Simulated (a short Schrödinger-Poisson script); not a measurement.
Structure: MOS inversion layer, SiO2 on p-type InP, at 300 K.

```csv
layer,material,thickness (nm),Na (cm⁻³)
1,SiO2,2.2,-
2,InP,280,2.9e18
```

The device is made up for the run: typed textbook-type constants, with dimensions and the other settings drawn at random. SiO2: permittivity 3.9, conduction-band edge (eV) 3.48, gap (eV) 9, electron mass (mₑ) 0.5. InP: permittivity 12.5, conduction-band edge (eV) 0, gap (eV) 1.344, Nv at 300 K (cm⁻³) 1.1e19.

Channel valleys (confinement mass, in-plane density-of-states mass, number): Γ 0.08, 0.08, 1. At the gate the conduction-band edge of layer 1 lies 4.05 eV − eVg above the Fermi level of the channel; the field vanishes at the back. Gaps are held at their typed values at every temperature. Mesh 0.03 nm at interfaces.

Solved with a short Schrödinger-Poisson script written for these runs: 1D Poisson equation in equilibrium, electrons quantum, Hartree plus LDA exchange-correlation (BenDaniel-Duke, 12 states a valley, the channel's in-plane mass for all, wave functions ending at the dielectric), parabolic valleys, classical holes, full ionisation, no traps, pinning or gate leakage.

Only gate voltages with over 1e8 electrons/cm² are shown.

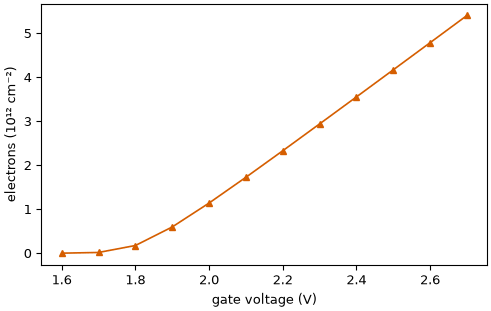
Figure: Sheet density against gate voltage

```tsv
Vg (V)	electrons (cm⁻²)	C (μF/cm²)	Γ E0 (meV)	Γ E1 (meV)
1.6	1.02e9	0.329	174.2	458.3
1.7	1.70e10	0.374	101.3	392.5
1.8	1.75e11	0.672	38.6	337.1
1.9	5.97e11	0.903	0.1	304.9
2	1.14e12	0.983	-26.1	284.0
2.1	1.73e12	1.01	-47.9	267.1
2.2	2.33e12	1.03	-67.9	251.8
2.3	2.94e12	1.03	-87.1	237.0
2.4	3.55e12	1.04	-105.9	222.5
2.5	4.17e12	1.04	-124.5	208.1
2.6	4.79e12	1.04	-143.1	193.7
2.7	5.40e12	1.04	-161.7	179.2
```

Subbands count from the Fermi level.

Above a few 1e12 electrons/cm² a light Γ valley is non-parabolic and upper valleys begin to fill, which the model leaves out.
